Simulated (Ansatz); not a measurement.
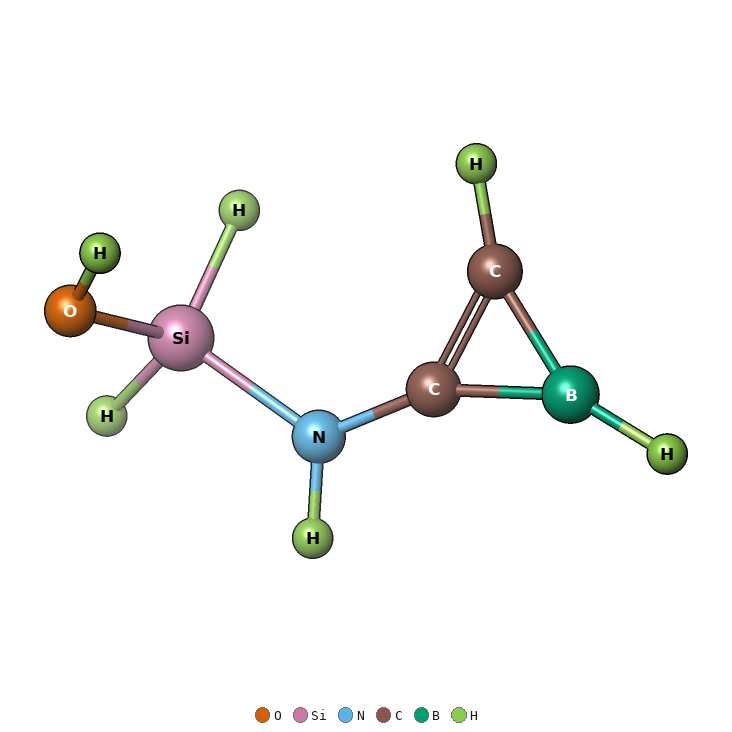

Orthographic view. Distant atoms are faded towards the background colour. The geometry was computed by an optimisation with PBE-D4/def2-SVP. No frequency run is at hand to confirm it as a minimum.

**Give the standard InChI.**

InChI=1S/C2H6BNOSi/c5-6-4-2-1-3-2/h1,3-5H,6H2
